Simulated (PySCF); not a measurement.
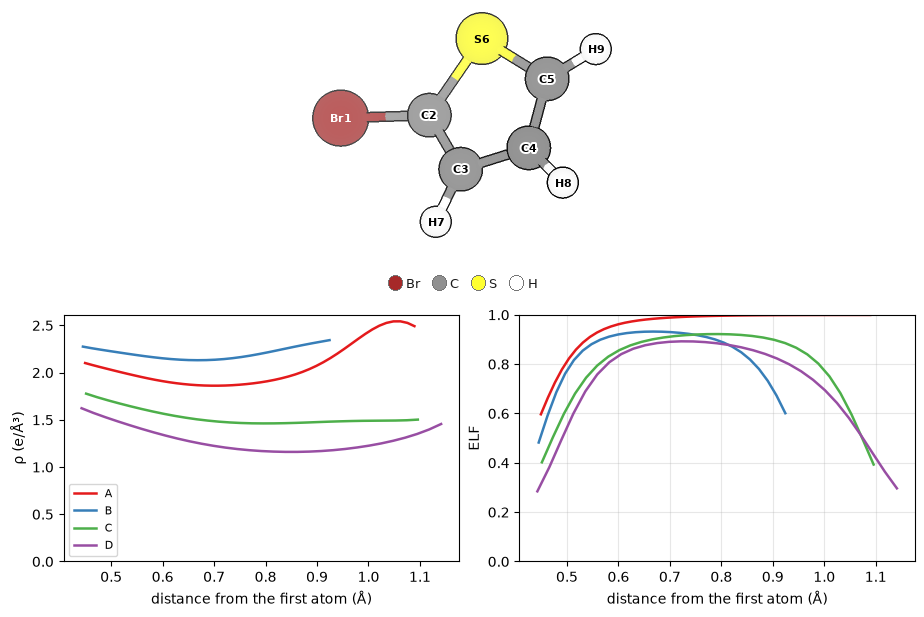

*C4H3BrS (SMILES Brc1cccs1). Total electron density and electron localisation function along straight lines between neighbouring atoms. The curves leave out the atomic cores. The structure is drawn too.*

Geometry: PBE0-D3(BJ)/def2-SVP.

Level of theory: PySCF, PBE0/def2-SVPD, SCF density, gas phase.

```xyz
9

Br    2.7827    0.6684    1.2364
C     1.0881    0.3983    0.5110
C     0.5585   -0.7834    0.0625
C    -0.7672   -0.6133   -0.4276
C    -1.2064    0.6806   -0.3373
S    -0.0128    1.7152    0.3411
H     1.1009   -1.7285    0.0849
H    -1.3727   -1.4249   -0.8332
H    -2.1711    1.0876   -0.6378
```

Which curve belongs to which contact (C–Br, C–C, C–H and C–S)? The first atom named is at distance zero.

Answer. Curve A: C–H (1.09 Å): ρ at the midpoint is about 2 e/Å³; the ELF climbs to about 1 towards the hydrogen, as it does in any bond to H (a covalent bond by its length). Curve B: C–C (1.37 Å): ρ at the midpoint is about 2.1 e/Å³; the ELF peaks at about 0.95 between the atoms; localised, covalent bonding. Curve C: C–S (1.72 Å): ρ at the midpoint is about 1.5 e/Å³; the ELF peaks at about 0.90 between the atoms; localised, covalent bonding. Curve D: C–Br (1.86 Å): ρ at the midpoint is about 1.2 e/Å³; the ELF peaks at about 0.90 between the atoms; a covalent bond.
